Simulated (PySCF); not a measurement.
Al(H)(OMe)(OSiMe3), SMILES [O](C)[AlH][O][Si](C)(C)C (C4H13AlO2Si) at its GFN2-xTB optimised geometry (Å):

```
21

Al     1.0899    -0.9114     0.0000
H      2.5898    -0.9114     0.0000
O      0.3783    -2.3968    -0.0008
C     -0.1802    -3.6785     0.0030
H      0.4021    -4.3354     0.6538
H     -1.2098    -3.6417     0.3663
H     -0.1761    -4.0902    -1.0093
O      0.3416     0.5831     0.0000
Si    -0.3637     2.0711    -0.0076
C      0.9336     3.3268     0.6032
C     -0.8963     2.4521    -1.7980
C     -1.8690     2.0126     1.1611
H      0.5327     4.3354     0.6102
H      1.8132     3.3245    -0.0337
H      1.2618     3.0947     1.6121
H     -0.0429     2.4495    -2.4700
H     -1.3704     3.4258    -1.8705
H     -1.6018     1.7122    -2.1649
H     -1.5693     1.7562     2.1733
H     -2.5898     1.2677     0.8367
H     -2.3774     2.9708     1.1999
```

Method: PBE0/def2-SVP in PySCF. Cells within 0.4 Å of a nucleus heavier than hydrogen are left out (blank, or x).

Map of the HOMO amplitude (bohr^(-3/2)) on the plane z = 0.0 Å; orbital energy -7.78 eV, overall sign arbitrary:

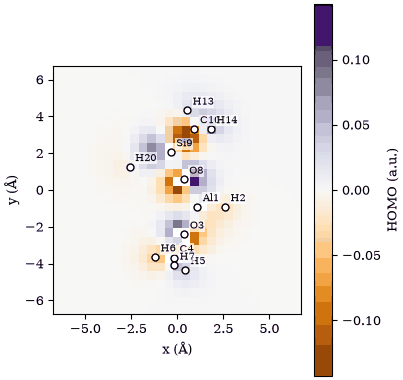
Fig. 1. HOMO amplitude (bohr^(-3/2)) on the plane z = 0.0 Å.
